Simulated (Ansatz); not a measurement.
The parent structure is ZnS in the zinc blende structure (space group F-43m, No. 216; a = 5.3567 Å).

It is then changed as follows: electron doping at 7.0×10^20 cm⁻³ (0.0269 per cell), with a uniform compensating background at fixed cell and a 300 K Fermi–Dirac width.

Method: PBEsol (Ansatz, a quantum-chemistry and plane-wave program; PAW; 420 eV plane waves; scalar-relativistic without spin-orbit coupling).

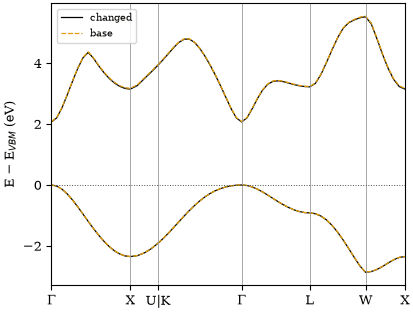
Figure: Highest valence and lowest conduction band along the path, each from its own valence-band maximum

**Question.** From the figure, how large is the changed gap, and is it direct?

**Answer.** About 2.1 eV, direct at Γ.

Carriers are added with a uniform compensating background; total energy and stress of such cells depend on the potential's zero and are not compared; many-body gap narrowing is missing at this level. Gaps are read on the SCF mesh and a high-symmetry path. Stability against distortions was not tested.
